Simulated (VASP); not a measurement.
Band structure of Cu$_{2}$O (cuprite). Level of theory: RPBE GGA, VASP's PBE PAW potentials (set 64) (plane waves; VASP).

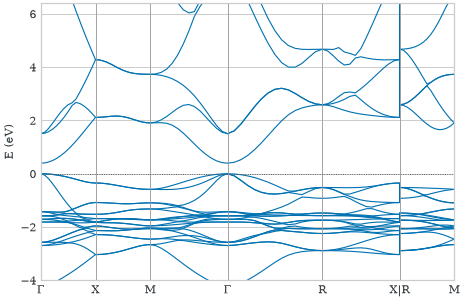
Figure. Bands along high-symmetry lines, zero at the valence-band maximum or, without a gap, the Fermi level

Question: Read the plot: is there a gap, and where are the band edges?

Answer: The gap is direct, 0.40 eV, from the valence maximum at Γ to the conduction minimum at Γ. (Edges off the drawn lines would not show.)

Measured: gap 2.20 eV (computed value off by -1.80 eV), as given by Wei Chen et al., Physical Review Materials (2018), doi:10.1103/physrevmaterials.2.073803 [zero-point renormalisation of 0.03 eV added back (the table's ZPR column)].

The compound is Cu2O in the cuprite structure. It was relaxed first, which changed the volume by +7 %.
